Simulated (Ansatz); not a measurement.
System: KZrCl4.

The calculation's input:

```
crystal:
  lattice:
    - [0.0, 4.2439669134, 4.2439669134]
    - [4.2439669134, 0.0, 4.2439669134]
    - [4.2439669134, 4.2439669134, 0.0]
  atoms:
    - { symbol: K, position: [0.75, 0.75, 0.75] }
    - { symbol: Zr, position: [0.0, 0.0, 0.0], spin: 1.75 }
    - { symbol: Cl, position: [0.8771614382, 0.3742795206, 0.3742795206], spin: -0.27 }
    - { symbol: Cl, position: [0.3742795206, 0.3742795206, 0.3742795206], spin: -0.27 }
    - { symbol: Cl, position: [0.3742795206, 0.8771614382, 0.3742795206], spin: -0.27 }
    - { symbol: Cl, position: [0.3742795206, 0.3742795206, 0.8771614382], spin: -0.27 }
basis:
  ecutwfc: 420
kpoints:
  mp_grid: { grid: [8, 8, 8] }
hamiltonian:
  xc: pbe
scf:
  occupations: { method: gaussian, width: 0.1 }
output:
  forces: true
  stress: true
  eigenvalues: true
  populations: true
  write_density: true
  write_potential: true
  elf: true
  volumetric_format: npy
magnetization:
  spin_polarized: true
relax:
  adjacent_minimum: "off"
  f_tol: 0.01
  max_steps: 80
  cell: { stress_tol: 0.05 }
```

Run with:

```sh
ansatz run input.yaml --threads 1 --pin off --max-ram 2560MiB --backend cpu --events-out ev --progress --plain --runs-dir out
```

Below, planes, directions and counts refer to the conventional cell (a = 8.49 Å, b = 8.49 Å, c = 8.49 Å, α = 90.00°, β = 90.00°, γ = 90.00°).

Space group F-43m; a structure generated by program, which may or may not match a known phase; spin-polarised.

These are results of DFT PBE, scalar-relativistic, plane waves, PAW (Ansatz 0.2.0), not measurements.

Q: What will maps of the valence pseudo-density, electron localisation function and spin density show?

A: Zr–Cl (3.52 Å): the density is about 0.07 e/Å³ at the midpoint; the ELF is about 0.15 at the midpoint (no localised pair shows between them).
K–Cl (3.52 Å): the density is about 0.04 e/Å³ at the midpoint; the ELF is about 0.05 at the midpoint: no shared electron pair shows on this line.
The spin density sits on Zr: +1.6 μB (×4) in one cell of 24 atoms, with smaller moments on other sites: Cl (up to −0.24 μB): parallel moments on the main sites in this solution. The cell of the calculation (6 atoms) carries 1.0 μB of net spin moment.

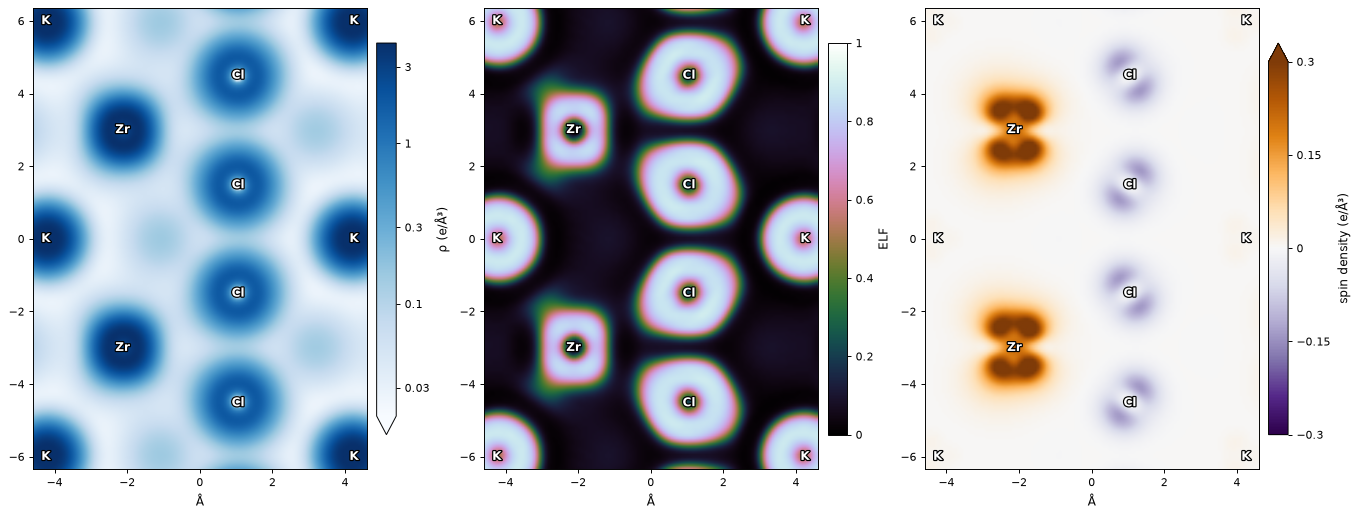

Computed valence pseudo-density, electron localisation function and spin density on the (011) plane of the conventional cell, in this order. 

The density is the valence pseudo-density of a PAW calculation; it isn't the true density close to the nuclei.
